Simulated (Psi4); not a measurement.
# AlH2SF (SMILES [F][AlH][SH]), run twice

Aim: the energy of AlH2SF at UMP2/DZP (density fitting, density fitting for correlation, Cartesian functions).

The results are computed with Psi4 1.11.

## (1) Starting point

AlH2SF has 5 atoms, charge 0, and is taken as a singlet. SMILES: `[F][AlH][SH]`. Geometry: relaxed at PBE0-D4/def2-TZVP. This is one conformer, not always the lowest.

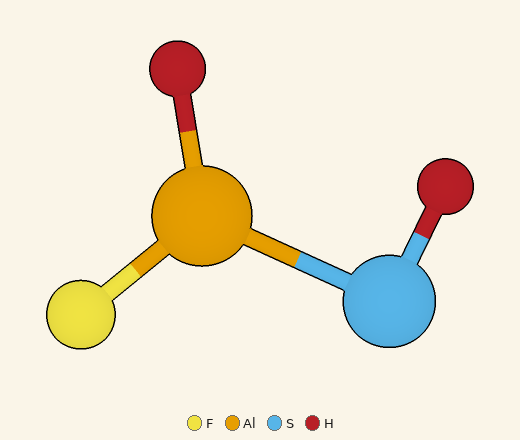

The structure, seen from a chosen angle (fluorine yellow, aluminium amber, sulfur blue, hydrogen red).

## (2) Try one

The input, job.dat:

```
memory 1.6 GB

molecule mol {
  0 1
  F     -1.203500    -1.535800     0.877500
  Al    -0.513900    -0.309100     0.024800
  S      1.536100     0.182600     0.533500
  H     -1.341100     0.430400    -1.085200
  H      1.572300     1.158200    -0.392100
  units bohr
}

set {
  basis DZP
  reference uhf
  scf_type df
  freeze_core true
  mp2_type df
  maxiter 60
}

result, w = energy('mp2', return_wfn=True)
```

Command:

```
psi4 -i job.dat -o job.out -n 1
```

job.out:

```text
[...]
  Running in c1 symmetry.
[...]
  Nuclear repulsion =  247.106563504642935
[...]
  Multiplicity = 1
[...]
  Nalpha       = 20
  Nbeta        = 20
[...]
    Number of basis functions: 74
[...]
   @DF-UHF iter   1:  -734.89592057538221    8.27486e+00   1.08096e-02 ADIIS/DIIS
[...]
   @DF-UHF iter  12:  -735.09838157214483   -9.54969e-12   4.40533e-09 DIIS
[...]
   @S^2 Observed:                1.421085472E-14
[...]
    Orbital Energies [Eh]
    ---------------------
    Alpha Occupied:
       1A    -91.937237     2A    -58.435663     3A    -26.238296
       4A     -9.071095     5A     -6.755774     6A     -6.746481
       7A     -6.707806     8A     -5.223873     9A     -3.660051
      10A     -3.488563    11A     -3.390487    12A     -1.576749
      13A     -1.204478    14A     -0.942609    15A     -0.894319
      16A     -0.643009    17A     -0.598913    18A     -0.539268
      19A     -0.495039    20A     -0.325774
    Alpha Virtual:
      21A      0.155542    22A      0.157800    23A      0.182555
      24A      0.209849    25A      0.299416    26A      0.419405
[...]
  @DF-UHF Final Energy:  -735.09838157214483
   => Energetics <=
    Nuclear Repulsion Energy =            247.1065635046429350
    One-Electron Energy =               -1506.6589205380419116
    Two-Electron Energy =                 524.4539754612541174
    Total Energy =                       -735.0983815721448309
  UHF NO Occupations:
  HONO-2 :   18  A 2.0000000
  HONO-1 :   19  A 2.0000000
[...]
 Multipole Moments:
 ------------------------------------------------------------------------------------
     Multipole            Electronic (a.u.)      Nuclear  (a.u.)        Total (a.u.)
 ------------------------------------------------------------------------------------
 L = 1.  Multiply by 2.5417464519 to convert [e a0] to [Debye]
 Dipole X            :         -1.2434397            0.9865910           -0.2568487
 Dipole Y            :         -1.7757975            1.7150866           -0.0607109
 Dipole Z            :          1.1174828           -1.1822942           -0.0648114
 Magnitude           :                                                    0.2717675
[...]
```

Wall time 3.3 s (1 thread of Intel Xeon Platinum 8259CL at 2.50GHz (Skylake/Cascade Lake), shared host); peak memory 0.22 GiB.

## (3) Reading the log

The run finished; that doesn't make the result usable.

What is wrong: the coordinates are read in the wrong unit, so the molecule is scaled by the ratio of bohr to ångström. As the program read them, the closest atoms are 0.71 Å apart, against 1.35 Å in the sound input.

## (4) Try two

The input, job.dat:

```
memory 1.6 GB

molecule {
  0 1
  F
  Al 1 1.64543
  S 2 2.16865 1 116.33657
  H 2 1.569465 1 119.79481 3 -179.99841
  H 3 1.345303 2 91.63141 4 -0.05407
}

set {
  basis DZP
  reference uhf
  scf_type df
  freeze_core true
  mp2_type df
}

result, w = energy('mp2', return_wfn=True)
```

Command:

```
psi4 -i job.dat -o job.out -n 1
```

job.out:

```text
[...]
  Running in c1 symmetry.
[...]
  Nuclear repulsion =  130.763163134140797
[...]
  Multiplicity = 1
[...]
  Nalpha       = 20
  Nbeta        = 20
[...]
    Number of basis functions: 74
[...]
   @DF-UHF iter   1:  -740.09197390744748   -8.62940e-01   5.74000e-03 ADIIS/DIIS
[...]
   @DF-UHF iter  11:  -740.16760738429366   -5.45697e-12   4.32940e-09 DIIS
[...]
   @S^2 Observed:                7.460698725E-14
[...]
    Orbital Energies [Eh]
    ---------------------
    Alpha Occupied:
       1A    -91.957344     2A    -58.518260     3A    -26.254706
       4A     -8.961850     5A     -6.641745     6A     -6.640706
       7A     -6.639433     8A     -4.933432     9A     -3.247985
      10A     -3.247473    11A     -3.245995    12A     -1.542549
      13A     -0.969486    14A     -0.684045    15A     -0.631759
      16A     -0.626934    17A     -0.553112    18A     -0.524541
      19A     -0.436485    20A     -0.395995
    Alpha Virtual:
      21A      0.070880    22A      0.124494    23A      0.153437
      24A      0.176210    25A      0.252358    26A      0.351508
[...]
  @DF-UHF Final Energy:  -740.16760738429366
   => Energetics <=
    Nuclear Repulsion Energy =            130.7631631341407967
    One-Electron Energy =               -1288.5538677122829085
    Two-Electron Energy =                 417.6230971938483663
    Total Energy =                       -740.1676073842937740
  UHF NO Occupations:
  HONO-2 :   18  A 2.0000000
  HONO-1 :   19  A 2.0000000
[...]
 Multipole Moments:
 ------------------------------------------------------------------------------------
     Multipole            Electronic (a.u.)      Nuclear  (a.u.)        Total (a.u.)
 ------------------------------------------------------------------------------------
 L = 1.  Multiply by 2.5417464519 to convert [e a0] to [Debye]
 Dipole X            :         -0.0007982            0.0011172            0.0003190
 Dipole Y            :          0.5425328           -0.0456184            0.4969144
 Dipole Z            :         -3.6022691            4.3554477            0.7531786
 Magnitude           :                                                    0.9023314
[...]
```

Run time: 3.3 s. Hardware: 1 thread of Intel Xeon Platinum 8259CL at 2.50GHz (Skylake/Cascade Lake), shared host; peak memory 0.22 GiB.

## (5) Summary of results

At UMP2/DZP (density fitting, density fitting for correlation, Cartesian functions):

| quantity | value |
| --- | --- |
| total energy | -740.52653 Eh |
| HOMO energy (Hartree–Fock orbitals) | -10.78 eV |
| LUMO energy (Hartree–Fock orbitals) | 1.93 eV |
| HOMO–LUMO gap (Hartree–Fock orbitals) | 12.70 eV |
| correlation energy (11 core orbitals frozen) | -358.9 mEh |

**Reading.** The first attempt's energy was +137.707 eV off this one.
